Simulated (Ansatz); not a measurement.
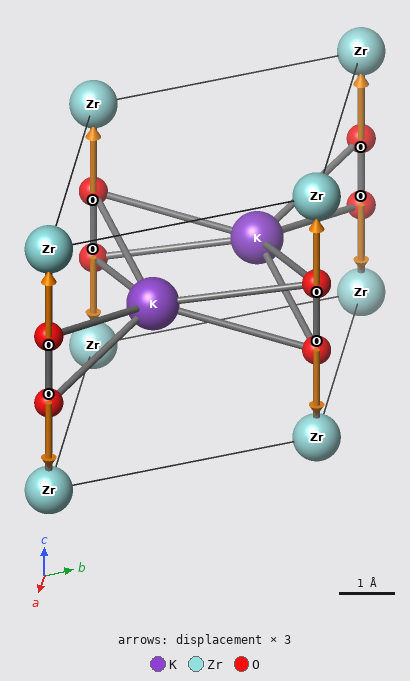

A relaxation of solid K2ZrO2 (a generated structure, set up in P6/mmm) (coarse preliminary run). The starting structure is drawn; orange arrows show the displacements (the part carried along by the change of the cell is left out), 3 times their true length.

The picture is a ball-and-stick view of the cell of the calculation, seen from a free direction.

Level of theory: Ansatz 0.2.0, DFT PBE, scalar-relativistic, plane waves, PAW. Settings: plane-wave cutoff 420 eV; k-point mesh 6 × 6 × 4; occupations gaussian; smearing width 0.1 eV; no spin polarisation; cell and atoms relaxed; force threshold 0.04 eV/Å; at most 70 steps.

Q: What did the optimiser do to the structure, and how much energy did it gain?

A: The largest moves relative to the cell, 0.47 Å, are those of O atoms. K and Zr stay in place. The drawn cell changes as follows: a = b 5.218 → 4.558 Å (−12.6 %), c 5.096 → 6.687 Å (+31.2 %); the volume changes by +0.1 %. Among the contacts that change: O–O 1.404 → 2.774 Å, K–K 3.012 → 2.632 Å, K–O 3.093 → 2.975 Å, O–Zr 1.846 → 1.957 Å. Bond angles that change, for instance: O–K–O 115.0° → 100.0°, O–K–O 121.7° → 127.5°. The space group stays P6/mmm (No. 191). After 11 accepted moves (13 points after the start) the energy has fallen by 915 meV per atom. The largest force component goes from 0.96 to 0.0063 eV/Å. Pressure: 9.74 GPa at the start and 0.07 GPa at the end. At 2 points the geometry stayed and the basis and grid were re-selected for the new cell (energy shift of 56.5 meV per atom at most each time). Cost: 62 s on 1 thread of Intel(R) Xeon(R) Platinum 8259CL CPU @ 2.50GHz (Skylake/Cascade Lake), with other jobs on the host, peak memory 0.47 GiB.
